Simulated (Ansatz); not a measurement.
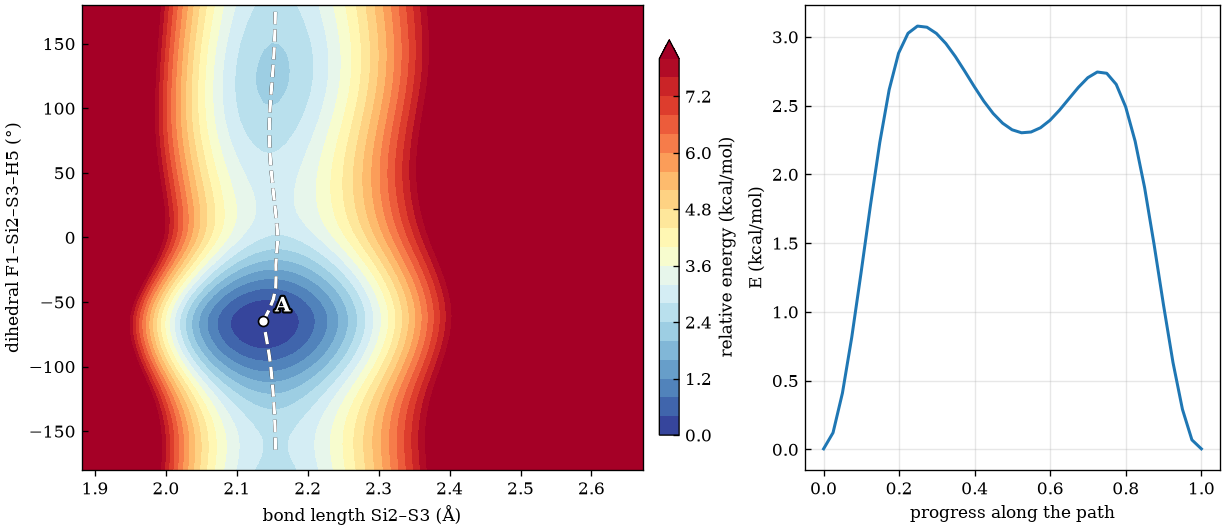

FH₂SSi, SMILES F[SiH]S, spin multiplicity 2. 
- Coordinates scanned: (1) bond length Si2–S3; (2) dihedral F1–Si2–S3–H5.
- Nothing is relaxed (all other coordinates rigid).
- The grid has 13 × 12 points.
- Energies: kcal/mol, counted from the relaxed molecule at the same level.
- These are results of UKS B3LYP-D4/def2-TZVP (Ansatz 0.2.0), not measurements.

In the figure: filled contours, a line along the lowest path, one colour for all values above the top of the scale, the energy along the path at the right, the start A. Between grid points the surface is interpolated.

Describe the path and its barrier.

Answer. The easiest path leads from the well at bond length Si2–S3 = 2.145 Å, dihedral F1–Si2–S3–H5 = −60° to its copy one period on. Its highest point lies about 3.1 kcal/mol above the bottom of the first well on the interpolated surface, at about bond length Si2–S3 = 2.15 Å, dihedral F1–Si2–S3–H5 = 25°. The start is the relaxed structure and all else is held, so a fully relaxed path at this level can only be lower. On the way the path dips through a shallower well, about 0.44 kcal/mol deep.
